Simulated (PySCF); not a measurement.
Geometry relaxation, with input and output: BH₂F (charge −1)

System: BH₂F, charge −1, multiplicity 2.
Method: BP86/def2-SVP, UKS (PySCF 2.14.0).

The geometry comes from this level: GFN2-xTB. Figures and captions count atoms from 1; the log counts them from 0 in places.

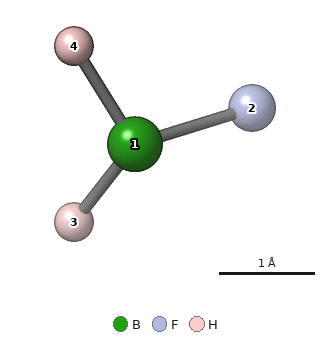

**Figure 1.** The input geometry (ball-and-stick view, seen at a tilt; atoms are numbered from 1 in the order of the input).

Input file (job.py):
```python
from pyscf import gto, dft
from pyscf.geomopt.geometric_solver import kernel as optimise

mol = gto.M(
    atom='geometry.xyz',
    charge=-1,
    max_memory=1860,
    basis='def2-svp',
    spin=1,
    verbose=3,
)

mf = dft.UKS(mol)
mf.xc = 'bp86'
mf.grids.level = 4
mf.conv_tol = 1e-10
converged, mol_eq = optimise(mf, maxsteps=60, convergence_set='GAU_TIGHT')
print('converged:', converged)
print(mol_eq.tostring())

mf.reset(mol_eq)
mol = mol_eq
mf.kernel()
if not mf.converged:
    mf = mf.newton().run(mf.mo_coeff, mf.mo_occ)
etot = mf.e_tot
print('Final energy', etot)
```

File geometry.xyz:
```
4
BFH2
B     -0.086340     0.304430     0.102380
F      1.031910    -0.468820     0.732960
H     -1.140340    -0.333670     0.256190
H      0.194760     0.498060    -1.091520
```

Run as:
```bash
OMP_NUM_THREADS=1 python job.py
```

What the program printed:
```
#|     Arguments passed to driver run_optimizer():      |#
convergence_set           GAU_TIGHT
customengine              <pyscf.geomopt.geometric_solver.PySCFEngine object>
maxiter                   60
----------------------------------------------------------
Custom engine selected.
Bonds will be generated from interatomic distances less than 1.20 times sum of covalent radii
12 internal coordinates being used (instead of 12 Cartesians)
Internal coordinate system (atoms numbered from 1):
Distance 1-2
Distance 1-3
Distance 1-4
Angle 2-1-3
Angle 2-1-4
Angle 3-1-4
Translation-X 1-4
Translation-Y 1-4
Translation-Z 1-4
Rotation-A 1-4
Rotation-B 1-4
Rotation-C 1-4
<class 'geometric.internal.Distance'> : 3
<class 'geometric.internal.Angle'> : 3
<class 'geometric.internal.TranslationX'> : 1
<class 'geometric.internal.TranslationY'> : 1
<class 'geometric.internal.TranslationZ'> : 1
<class 'geometric.internal.RotationA'> : 1
<class 'geometric.internal.RotationB'> : 1
<class 'geometric.internal.RotationC'> : 1
> ===== Optimization Info: ====
> Job type: Energy minimization
> Maximum number of optimization cycles: 60
> Initial / maximum trust radius (Angstrom): 0.100 / 0.300
> Convergence Criteria:
> Will converge when all 5 criteria are reached:
>  |Delta-E| < 1.00e-06
>  RMS-Grad  < 1.00e-05
>  Max-Grad  < 1.50e-05
>  RMS-Disp  < 4.00e-05
>  Max-Disp  < 6.00e-05
> === End Optimization Info ===

Geometry optimization cycle 1
Cartesian coordinates (Angstrom)
 Atom        New coordinates             dX        dY        dZ
   B  -0.086340   0.304430   0.102380    0.000000  0.000000  0.000000
   F   1.031910  -0.468820   0.732960    0.000000  0.000000  0.000000
   H  -1.140340  -0.333670   0.256190    0.000000  0.000000  0.000000
   H   0.194760   0.498060  -1.091520    0.000000  0.000000  0.000000

WARN: Mole.unit (angstrom) is changed to Bohr

WARN: HOMO -0.149091688979923 >= LUMO -0.149091688979922

converged SCF energy = -125.776713378504  <S^2> = 0.75154846  2S+1 = 2.0015479
--------------- UKS_Scanner gradients ---------------
         x                y                z
0 B    -0.0253760398     0.0257302816    -0.0092295011
1 F     0.0135600482    -0.0153125057     0.0039832056
2 H     0.0100198912    -0.0026342594    -0.0015310783
3 H     0.0017790858    -0.0077678451     0.0067711010
----------------------------------------------
cycle 1: E = -125.776713379  dE = -125.777  norm(grad) = 0.0452153
Step    0 : Gradient = 2.261e-02/3.730e-02 (rms/max) Energy = -125.7767133785
Hessian Eigenvalues: 5.00000e-02 5.00000e-02 5.00000e-02 ... 2.18535e-01 2.18575e-01 3.25166e-01

Geometry optimization cycle 2
Cartesian coordinates (Angstrom)
 Atom        New coordinates             dX        dY        dZ
   B  -0.055469   0.188065   0.061118    0.030871 -0.116365 -0.041262
   F   1.058851  -0.444535   0.774605    0.026941  0.024285  0.041645
   H  -1.193898  -0.303543   0.281372   -0.053558  0.030127  0.025182
   H   0.191226   0.559349  -1.116819   -0.003534  0.061289 -0.025299
converged SCF energy = -125.779878122014  <S^2> = 0.75210641  2S+1 = 2.0021053
--------------- UKS_Scanner gradients ---------------
         x                y                z
0 B    -0.0071067885     0.0009503976    -0.0064471143
1 F     0.0115806495    -0.0047904960     0.0085246278
2 H    -0.0033946858     0.0012094353     0.0001216905
3 H    -0.0010966135     0.0026411850    -0.0022003409
----------------------------------------------
cycle 2: E = -125.779878122  dE = -0.00316474  norm(grad) = 0.0186742
Step    1 : Displace = 8.376e-02/1.271e-01 (rms/max) Trust = 1.000e-01 (=) Grad = 9.337e-03/1.516e-02 (rms/max) E (change) = -125.7798781220 (-3.165e-03) Quality = 0.831
Hessian Eigenvalues: 4.99998e-02 5.00000e-02 5.00000e-02 ... 2.18555e-01 2.18874e-01 3.28751e-01

Geometry optimization cycle 3
Cartesian coordinates (Angstrom)
 Atom        New coordinates             dX        dY        dZ
   B  -0.056005   0.216239   0.077898   -0.000536  0.028175  0.016780
   F   1.035956  -0.443621   0.752261   -0.022895  0.000914 -0.022343
   H  -1.176731  -0.315165   0.279101    0.017167 -0.011622 -0.002272
   H   0.198169   0.541445  -1.108913    0.006944 -0.017904  0.007906
converged SCF energy = -125.780618126549  <S^2> = 0.75183533  2S+1 = 2.0018345
--------------- UKS_Scanner gradients ---------------
         x                y                z
0 B    -0.0034438025     0.0015576987    -0.0024486999
1 F     0.0027653664    -0.0016821760     0.0017033655
2 H     0.0003858312     0.0000974027     0.0003190055
3 H     0.0002841181     0.0000315396     0.0004262010
----------------------------------------------
cycle 3: E = -125.780618127  dE = -0.000740005  norm(grad) = 0.00584673
Step    2 : Displace = 2.723e-02/3.292e-02 (rms/max) Trust = 1.414e-01 (+) Grad = 2.923e-03/4.504e-03 (rms/max) E (change) = -125.7806181265 (-7.400e-04) Quality = 1.136
Hessian Eigenvalues: 4.99993e-02 5.00000e-02 5.00000e-02 ... 2.08373e-01 2.18555e-01 3.01409e-01

Geometry optimization cycle 4
Cartesian coordinates (Angstrom)
 Atom        New coordinates             dX        dY        dZ
   B  -0.052755   0.215281   0.080454    0.003250 -0.000959  0.002556
   F   1.032077  -0.441559   0.749517   -0.003880  0.002062 -0.002744
   H  -1.175656  -0.315569   0.278756    0.001075 -0.000404 -0.000345
   H   0.198202   0.540481  -1.108362    0.000032 -0.000964  0.000551
converged SCF energy = -125.780652030442  <S^2> = 0.75181813  2S+1 = 2.0018173
--------------- UKS_Scanner gradients ---------------
         x                y                z
0 B    -0.0001670516    -0.0002732339    -0.0003337130
1 F    -0.0003843883     0.0002089431    -0.0002486670
2 H     0.0002852597     0.0000434340     0.0002757171
3 H     0.0002581737     0.0000248312     0.0003064775
----------------------------------------------
cycle 4: E = -125.78065203  dE = -3.39039e-05  norm(grad) = 0.000887498
Step    3 : Displace = 3.442e-03/5.286e-03 (rms/max) Trust = 2.000e-01 (+) Grad = 4.437e-04/5.032e-04 (rms/max) E (change) = -125.7806520304 (-3.390e-05) Quality = 0.961
Hessian Eigenvalues: 4.99936e-02 5.00000e-02 5.00000e-02 ... 2.18555e-01 2.36138e-01 3.24208e-01

Geometry optimization cycle 5
Cartesian coordinates (Angstrom)
 Atom        New coordinates             dX        dY        dZ
   B  -0.052071   0.216404   0.081772    0.000684  0.001123  0.001318
   F   1.033016  -0.442137   0.749954    0.000939 -0.000578  0.000437
   H  -1.175586  -0.315514   0.277221    0.000071  0.000054 -0.001535
   H   0.196847   0.539713  -1.108575   -0.001355 -0.000768 -0.000213
converged SCF energy = -125.780655122727  <S^2> = 0.751811  2S+1 = 2.0018102
--------------- UKS_Scanner gradients ---------------
         x                y                z
0 B    -0.0001682835    -0.0000443125    -0.0001929610
1 F    -0.0001127622     0.0000437427    -0.0000817384
2 H     0.0001396295     0.0000047110     0.0001326804
3 H     0.0001335926    -0.0000004971     0.0001414119
----------------------------------------------
cycle 5: E = -125.780655123  dE = -3.09228e-06  norm(grad) = 0.000404715
Step    4 : Displace = 1.554e-03/1.862e-03 (rms/max) Trust = 2.828e-01 (+) Grad = 2.024e-04/2.598e-04 (rms/max) E (change) = -125.7806551227 (-3.092e-06) Quality = 1.431
Hessian Eigenvalues: 4.98465e-02 5.00000e-02 5.00000e-02 ... 2.18555e-01 2.38916e-01 3.01219e-01

Geometry optimization cycle 6
Cartesian coordinates (Angstrom)
 Atom        New coordinates             dX        dY        dZ
   B  -0.051202   0.216908   0.082851    0.000869  0.000503  0.001079
   F   1.033893  -0.442531   0.750342    0.000877 -0.000394  0.000388
   H  -1.175500  -0.315365   0.275954    0.000086  0.000149 -0.001267
   H   0.195633   0.539164  -1.108729   -0.001214 -0.000549 -0.000154
converged SCF energy = -125.780655930835  <S^2> = 0.75180654  2S+1 = 2.0018057
--------------- UKS_Scanner gradients ---------------
         x                y                z
0 B    -0.0000055903     0.0000087737     0.0000010700
1 F     0.0000000796    -0.0000017275     0.0000019701
2 H    -0.0000053624    -0.0000038248     0.0000012354
3 H     0.0000031287     0.0000002105    -0.0000051044
----------------------------------------------
cycle 6: E = -125.780655931  dE = -8.08107e-07  norm(grad) = 1.40372e-05
Step    5 : Displace = 1.279e-03/1.408e-03 (rms/max) Trust = 3.000e-01 (+) Grad = 7.019e-06/1.046e-05 (rms/max) E (change) = -125.7806559308 (-8.081e-07) Quality = 0.990
Hessian Eigenvalues: 4.93748e-02 5.00000e-02 5.00000e-02 ... 2.18555e-01 2.40021e-01 3.00926e-01

Geometry optimization cycle 7
Cartesian coordinates (Angstrom)
 Atom        New coordinates             dX        dY        dZ
   B  -0.051105   0.216844   0.082861    0.000097 -0.000063  0.000010
   F   1.034015  -0.442576   0.750310    0.000121 -0.000045 -0.000032
   H  -1.175404  -0.315387   0.275993    0.000096 -0.000023  0.000040
   H   0.195650   0.539149  -1.108711    0.000016 -0.000016  0.000019
converged SCF energy = -125.78065593139  <S^2> = 0.75180663  2S+1 = 2.0018058
--------------- UKS_Scanner gradients ---------------
         x                y                z
0 B    -0.0000017376     0.0000018718     0.0000004934
1 F    -0.0000020739     0.0000013003     0.0000017157
2 H    -0.0000035357    -0.0000002052    -0.0000011143
3 H    -0.0000004115     0.0000004423    -0.0000019072
----------------------------------------------
cycle 7: E = -125.780655931  dE = -5.55417e-10  norm(grad) = 5.78699e-06
```

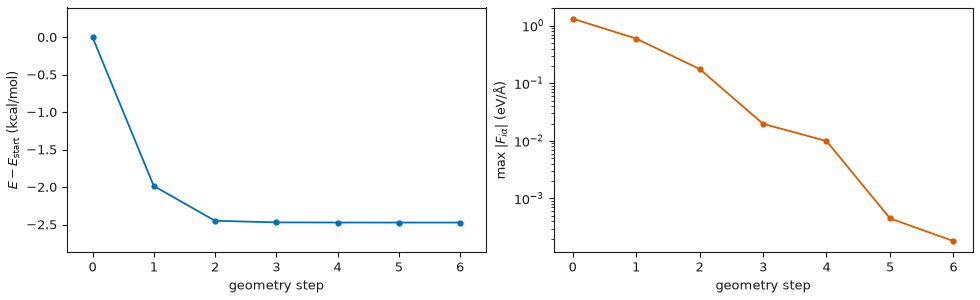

**Figure 2.** Progress of the relaxation, step by step (steps are counted from 0).

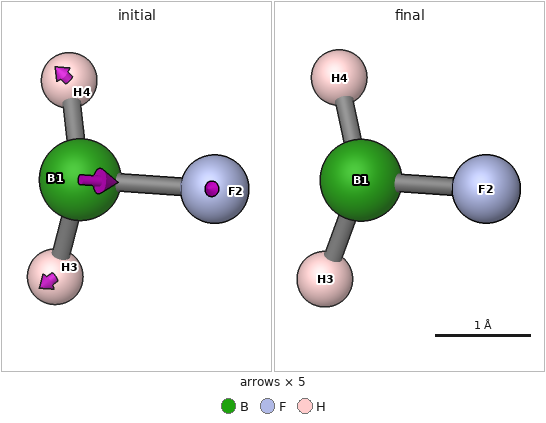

**Figure 3.** Before (left) and after (right) the relaxation, at one scale (ball-and-stick view, seen at a tilt). The pink arrows give the displacements, magnified 5 times. The largest move after the best rigid fit is that of B1, 0.096 Å. By element the largest moves are B 0.096 Å, H 0.045 Å, F 0.032 Å. Among the contacts that change: B1–F2 1.499 → 1.435 Å, B1–H3 1.242 → 1.259 Å. Among the angles that change: F2–B1–H3 108.4° → 114.2°, H3–B1–H4 113.0° → 115.4°. The energy falls by 2.47 kcal/mol in 6 geometry steps. The largest force component goes from 1.3 to 0.00018 eV/Å. (Atoms are counted from 1 in the order of the input.)

```
Step    6 : Displace = 2.201e-05/2.775e-05 (rms/max) Trust = 3.000e-01 (=) Grad = 2.893e-06/3.713e-06 (rms/max) E (change) = -125.7806559314 (-5.554e-10) Quality = 0.395
Hessian Eigenvalues: 4.93748e-02 5.00000e-02 5.00000e-02 ... 2.18555e-01 2.40021e-01 3.00926e-01
Converged! =D

converged: True
B          -0.05110513        0.21684437        0.08286081
F           1.03401455       -0.44257612        0.75030971
H          -1.17540351       -0.31538742        0.27599341
H           0.19564953        0.53914890       -1.10871068

WARN: HOMO -0.134853201203571 >= LUMO -0.134853201203571

converged SCF energy = -125.780655931389  <S^2> = 0.7518066  2S+1 = 2.0018058
Final energy -125.78065593138922
```

Trajectory as extended XYZ (Å, eV, eV/Å), 7 frames, from step=0 to step=6:
```
4
Properties=species:S:1:pos:R:3:forces:R:3 step=0 energy=-3422.55873
B    -0.0863    0.3044    0.1024    1.3049  -1.3231   0.4746
F     1.0319   -0.4688    0.7330   -0.6973   0.7874  -0.2048
H    -1.1403   -0.3337    0.2562   -0.5152   0.1355   0.0787
H     0.1948    0.4981   -1.0915   -0.0915   0.3994  -0.3482
4
Properties=species:S:1:pos:R:3:forces:R:3 step=1 energy=-3422.64485
B    -0.0555    0.1881    0.0611    0.3654  -0.0489   0.3315
F     1.0589   -0.4445    0.7746   -0.5955   0.2463  -0.4384
H    -1.1939   -0.3035    0.2814    0.1746  -0.0622  -0.0063
H     0.1912    0.5593   -1.1168    0.0564  -0.1358   0.1131
4
Properties=species:S:1:pos:R:3:forces:R:3 step=2 energy=-3422.66498
B    -0.0560    0.2162    0.0779    0.1771  -0.0801   0.1259
F     1.0360   -0.4436    0.7523   -0.1422   0.0865  -0.0876
H    -1.1767   -0.3152    0.2791   -0.0198  -0.0050  -0.0164
H     0.1982    0.5414   -1.1089   -0.0146  -0.0016  -0.0219
4
Properties=species:S:1:pos:R:3:forces:R:3 step=3 energy=-3422.66590
B    -0.0528    0.2153    0.0805    0.0086   0.0140   0.0172
F     1.0321   -0.4416    0.7495    0.0198  -0.0107   0.0128
H    -1.1757   -0.3156    0.2788   -0.0147  -0.0022  -0.0142
H     0.1982    0.5405   -1.1084   -0.0133  -0.0013  -0.0158
4
Properties=species:S:1:pos:R:3:forces:R:3 step=4 energy=-3422.66599
B    -0.0521    0.2164    0.0818    0.0087   0.0023   0.0099
F     1.0330   -0.4421    0.7500    0.0058  -0.0022   0.0042
H    -1.1756   -0.3155    0.2772   -0.0072  -0.0002  -0.0068
H     0.1968    0.5397   -1.1086   -0.0069   0.0000  -0.0073
4
Properties=species:S:1:pos:R:3:forces:R:3 step=5 energy=-3422.66601
B    -0.0512    0.2169    0.0829    0.0003  -0.0005  -0.0001
F     1.0339   -0.4425    0.7503    0.0000   0.0001  -0.0001
H    -1.1755   -0.3154    0.2760    0.0003   0.0002  -0.0001
H     0.1956    0.5392   -1.1087   -0.0002   0.0000   0.0003
4
Properties=species:S:1:pos:R:3:forces:R:3 step=6 energy=-3422.66601
B    -0.0511    0.2168    0.0829    0.0001  -0.0001   0.0000
F     1.0340   -0.4426    0.7503    0.0001  -0.0001  -0.0001
H    -1.1754   -0.3154    0.2760    0.0002   0.0000   0.0001
H     0.1956    0.5391   -1.1087    0.0000   0.0000   0.0001
```

Summary:

| quantity | value |
| --- | --- |
| outcome | converged |
| total energy | −125.780656 hartree |
| basis functions | 38 |
| ⟨S²⟩ | 0.752 |
| hardware | 1 thread of Arm Neoverse V1, 24 GiB of memory available, shared host |
| wall time | 26 s |
| peak memory | 0.45 GiB |

Remarks:

The record of the run, not the program, notes: dipole of an ion depends on the origin.
